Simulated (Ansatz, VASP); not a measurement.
# SbAs in two plane-wave programs

Aim: how closely do two programs agree when they are given the same cell, functional and k mesh? The cell is generated by rule, not measured, and may not be a known phase. The cell is taken from a series of VASP runs on this material, whose earlier steps may have relaxed, scaled or displaced it; both programs get it as it stands. Valence electrons are named where the data sets of a main pair hold unlike numbers.

Calculated with Ansatz 0.2.0; plane waves, with VASP 6.6.1 beside it; band structure at PBEsol, spin-orbit coupling.

The structure was built from a prototype and need not be the compound's stable phase.

## 1. Starting point

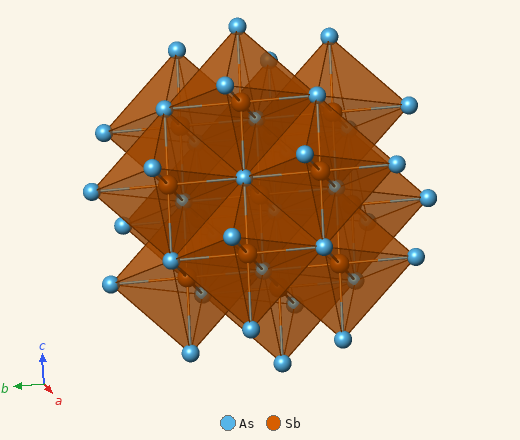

The cell as given, from a free direction (arsenic blue, antimony orange). This picture shows the conventional cell, with its axes. Some periodic images of atoms are drawn too.

Structure file:

```xyz
2
Lattice="0.0000 2.9500 2.9500 2.9500 0.0000 2.9500 2.9500 2.9500 0.0000" Properties=species:S:1:pos:R:3 pbc="T T T"
As    0.0000    0.0000    0.0000
Sb    2.9500    2.9500    2.9500
```

## 2. VASP: band structure, PBEsol, spin-orbit coupling

A single point gives forces, pressure and levels at one fixed geometry, so differences don't come from the geometry; what else differs is listed under the comparison.

Lines of VASP's logs that name or quote its potential files are left out, and so is its time.

Contents of INCAR:

```
SYSTEM = SbAs
PREC = Accurate
ENCUT = 400
EDIFF = 1E-06
NELM = 100
ISMEAR = 0
SIGMA = 0.02
LREAL = .FALSE.
ALGO = Normal
GGA = PS
LNONCOLLINEAR = .TRUE.
MAGMOM = 0 0 0 0 0 0
NBANDS = 22
GGA_COMPAT = .FALSE.
LASPH = .TRUE.
LSORBIT = .TRUE.
LORBIT = 11
LWAVE = .FALSE.
LCHARG = .FALSE.
KPAR = 4
ISIF = 2
```

Contents of POSCAR:

```
SbAs
1.0
    0.0000000000      2.9500000000      2.9500000000
    2.9500000000      0.0000000000      2.9500000000
    2.9500000000      2.9500000000      0.0000000000
As Sb
1 1
Direct
    0.0000000000      0.0000000000      0.0000000000
    0.5000000000      0.5000000000      0.5000000000
```

Contents of KPOINTS:

```
Automatic mesh
0
Gamma
8 8 8
0 0 0
```

Contents of KPOINTS_OPT:

```
Line mode
16
Line-mode
Reciprocal
  0.00000000   0.00000000   0.00000000 GAMMA
  0.50000000   0.00000000   0.50000000 X

  0.50000000   0.00000000   0.50000000 X
  0.50000000   0.25000000   0.75000000 W

  0.50000000   0.25000000   0.75000000 W
  0.37500000   0.37500000   0.75000000 K

  0.37500000   0.37500000   0.75000000 K
  0.00000000   0.00000000   0.00000000 GAMMA

  0.00000000   0.00000000   0.00000000 GAMMA
  0.50000000   0.50000000   0.50000000 L

  0.50000000   0.50000000   0.50000000 L
  0.62500000   0.25000000   0.62500000 U

  0.62500000   0.25000000   0.62500000 U
  0.50000000   0.25000000   0.75000000 W

  0.50000000   0.25000000   0.75000000 W
  0.50000000   0.50000000   0.50000000 L

  0.50000000   0.50000000   0.50000000 L
  0.37500000   0.37500000   0.75000000 K

  0.62500000   0.25000000   0.62500000 U
  0.50000000   0.00000000   0.50000000 X
```

Potentials, in the order of the species: As and Sb (PBE family, release 64).

On the command line:

```sh
$ mpirun -np 4 vasp_ncl
```

Numbers of over 12 decimals in the logs are rounded to 6 here.

Output:

```text
[banner, memory and clock lines left out]
running    4 mpi-ranks, on    1 nodes
 distrk:  each k-point on    1 cores,    4 groups
 distr:  one band on    1 cores,    1 groups

 POSCAR found type information on POSCAR AsSb
 POSCAR found :  2 types and       2 ions
|                                                                             |
|               ----> ADVICE to this user running VASP <----                  |
|                                                                             |
|     You enforced a specific xc type in the INCAR file but a different       |
|     [... a line on the potential file left out ...]
|     I HOPE YOU KNOW WHAT YOU ARE DOING!                                     |
|                                                                             |

 LDA part: xc-table for (Slater+PW92), standard interpolation
 POSCAR, INCAR and KPOINTS ok, starting setup
 FFT: planning ... GRIDC
 FFT: planning ... GRID_SOFT
 FFT: planning ... GRID
 WAVECAR not read
 entering main loop
       N       E                     dE             d eps       ncg     rms          rms(c)
DAV:   1     0.259707158552E+02    0.25971E+02   -0.30498E+03  1276   0.601E+02
DAV:   2    -0.772821937540E+01   -0.33699E+02   -0.32051E+02  1712   0.113E+02
DAV:   3    -0.970104558221E+01   -0.19728E+01   -0.19488E+01  1542   0.270E+01
DAV:   4    -0.971768290109E+01   -0.16637E-01   -0.16623E-01  1478   0.294E+00
DAV:   5    -0.971784237936E+01   -0.15948E-03   -0.15948E-03  1496   0.317E-01    0.290E+00
DAV:   6    -0.965007576413E+01    0.67767E-01   -0.13635E-01  1390   0.179E+00    0.174E+00
DAV:   7    -0.965008382933E+01   -0.80652E-05   -0.22054E-02  1462   0.810E-01    0.793E-01
DAV:   8    -0.964950901318E+01    0.57482E-03   -0.72236E-04  1420   0.170E-01    0.421E-01
DAV:   9    -0.964946854749E+01    0.40466E-04   -0.23703E-04  1462   0.945E-02    0.530E-02
DAV:  10    -0.964946468505E+01    0.38624E-05   -0.72087E-05  1386   0.456E-02    0.288E-02
DAV:  11    -0.964946449722E+01    0.18784E-06   -0.14044E-05  1354   0.251E-02    0.166E-03
DAV:  12    -0.964946460728E+01   -0.11006E-06   -0.60300E-07  1048   0.507E-03
   1 F= -.96494646E+01 E0= -.96494005E+01  d E =-.128164E-03  mag=     0.0000    -0.0000     0.0000
 Start KPOINTS_OPT (optional k-point list driver)
k-point batch [1-29\160]
       N       E                     dE             ncg
DAV:   1     0.116704416574E+04   -0.48106E+04     1276
DAV:   2     0.136075082013E+03   -0.10310E+04     1806
DAV:   3     0.814160256463E+02   -0.54659E+02     1620
DAV:   4     0.809707313667E+02   -0.44529E+00     1530
DAV:   5     0.809663982643E+02   -0.43331E-02     1518
DAV:   6     0.809663139395E+02   -0.84325E-04     1576
DAV:   7     0.809663116231E+02   -0.23164E-05     1520
DAV:   8     0.809663115593E+02   -0.63782E-07     1150
[...]
k-point batch [146-160\160]
       N       E                     dE             ncg
DAV:   1     0.426097051210E+04   -0.39842E+04      660
DAV:   2     0.374574467284E+04   -0.51523E+03      922
DAV:   3     0.372274814721E+04   -0.22997E+02      812
DAV:   4     0.372257714278E+04   -0.17100E+00      798
DAV:   5     0.372257503113E+04   -0.21116E-02      804
DAV:   6     0.372257498777E+04   -0.43360E-04      800
DAV:   7     0.372257498669E+04   -0.10834E-05      804
DAV:   8     0.372257498666E+04   -0.26008E-07      632
```

From OUTCAR (step 2):

```text
ion  position               nearest neighbor table
   1  0.000  0.000  0.000-   2 2.95   2 2.95   2 2.95   2 2.95   2 2.95   2 2.95
   2  0.500  0.500  0.500-   1 2.95   1 2.95   1 2.95   1 2.95   1 2.95   1 2.95

  LATTYP: Found a face centered cubic cell.
 ALAT       =     5.9000000000

 Subroutine GETGRP returns: Found 48 space group operations
 (whereof 48 operations were pure point group operations)

The static configuration has the point symmetry O_h .

 Found     29 irreducible k-points:

   k-points           NKPTS =     29   k-points in BZ     NKDIM =     29   number of bands    NBANDS=     22

   dimension x,y,z NGX =    28 NGY =   28 NGZ =   28
   dimension x,y,z NGXF=    56 NGYF=   56 NGZF=   56

   ENCUT  =  400.0 eV  29.40 Ry    5.42 a.u.   6.80  6.80  6.80*2*pi/ulx,y,z

   NELECT =      10.0000    total number of electrons

 k-points in reciprocal lattice and weights: Automatic mesh
   0.00000000  0.00000000  0.00000000       0.002
   0.12500000  0.00000000  0.00000000       0.016
   0.25000000  0.00000000  0.00000000       0.016
   0.37500000  0.00000000  0.00000000       0.016
   0.50000000  0.00000000  0.00000000       0.008
   0.12500000  0.12500000  0.00000000       0.012
   0.25000000  0.12500000  0.00000000       0.047
   0.37500000  0.12500000  0.00000000       0.047
   0.50000000  0.12500000  0.00000000       0.047
[...]
-0.37500000  0.50000000  0.12500000       0.023
  -0.25000000  0.50000000  0.25000000       0.012

 average (electrostatic) potential at core
       1 -48.4592       2 -86.6834

 E-fermi :   6.1176

 k-point     1 :       0.0000    0.0000    0.0000
  band No.  band energies     occupation
    ...
      6       4.0948      1.00000
      7       4.6006      1.00000
      8       4.6006      1.00000
      9       4.6006      1.00000
     10       4.6006      1.00000
     11       9.1942      0.00000
     12       9.1942      0.00000
     13       9.9483      0.00000
     14       9.9483      0.00000
     15       9.9483      0.00000
    ...

 k-point     2 :       0.1250    0.0000    0.0000
  band No.  band energies     occupation
    ...
      6       4.2175      1.00000
      7       4.6281      1.00000
      8       4.6281      1.00000
      9       4.8937      1.00000
     10       4.8937      1.00000
     11       8.5552      0.00000
     12       8.5552      0.00000
     13       9.1560      0.00000
     14       9.1560      0.00000
     15       9.2370      0.00000
    ...

 k-point     3 :       0.2500    0.0000    0.0000
  band No.  band energies     occupation
    ...
      6       4.4021      1.00000
      7       4.7497      1.00000
      8       4.7497      1.00000
      9       5.3720      1.00000
     10       5.3720      1.00000
     11       7.3852      0.00000
     12       7.3852      0.00000
     13       7.8522      0.00000
     14       7.8522      0.00000
     15       8.0809      0.00000
    ...

  Total       -1.4363748     -1.4363748     -1.4363748     -0.0000000      0.0000000      0.0000000
  in kB      -44.8210804    -44.8210804    -44.8210804     -0.0000000      0.0000000      0.0000000
  external PRESSURE =     -44.8210804 kB  Pullay stress =       0.0000000 kB

  energy-cutoff  :      400.00
  volume of cell :       51.34
      direct lattice vectors                 reciprocal lattice vectors
     0.000000000  2.950000000  2.950000000    -0.169491525  0.169491525  0.169491525
     2.950000000  0.000000000  2.950000000     0.169491525 -0.169491525  0.169491525
     2.950000000  2.950000000  0.000000000     0.169491525  0.169491525 -0.169491525

 POSITION                                       TOTAL-FORCE (eV/Angst)
 -----------------------------------------------------------------------------------
      0.00000      0.00000      0.00000        -0.000000     -0.000000      0.000000
      2.95000      2.95000      2.95000         0.000000      0.000000     -0.000000
 -----------------------------------------------------------------------------------
    total drift:                               -0.000000      0.000000      0.000000

  FREE ENERGIE OF THE ION-ELECTRON SYSTEM (eV)
  ---------------------------------------------------
  free  energy   TOTEN  =        -9.6494646073 eV

  energy  without entropy=       -9.6493364433  energy(sigma->0) =       -9.64940053

 Spin-Orbit-Coupling matrix elements
 Ion:    1  E_soc:     -0.0264546
 Ion:    2  E_soc:     -0.1486380

 total charge
# of ion       s       p       d       tot
------------------------------------------
    1        1.298   1.341   0.033   2.671
    2        1.234   1.041   0.043   2.318
--------------------------------------------------
tot          2.531   2.382   0.076   4.989

 magnetization (x)
# of ion       s       p       d       tot
------------------------------------------
    1        0.000   0.000   0.000   0.000
    2        0.000  -0.000   0.000   0.000
--------------------------------------------------
tot          0.000  -0.000   0.000   0.000

 magnetization (y)
# of ion       s       p       d       tot
------------------------------------------
    1        0.000  -0.000   0.000  -0.000
    2       -0.000   0.000   0.000  -0.000
--------------------------------------------------
tot         -0.000   0.000   0.000  -0.000

 magnetization (z)
# of ion       s       p       d       tot
------------------------------------------
    1       -0.000   0.000   0.000  -0.000
    2        0.000   0.000   0.000   0.000
--------------------------------------------------
tot         -0.000   0.000   0.000  -0.000

[... 3 further parts left out ...]
```

The k-mesh is coarse for a metal. The PAW data sets were made with PBE, which is usual practice but a small mismatch for other functionals.

(Part 1 of 2 ends here.)

[Lines on the potential files, build, host, timing and source positions are cut from VASP's logs without a mark.]

[Logs are printed without paths, hosts, clocks, repeated set-up lines and the standing remarks that a program may print on its own settings, such as how far it seeks lower states.]

[Hosts, paths, dates, database ids (printed as entryN), source tags and the programs' standing remarks are cut or masked in the printed files.]
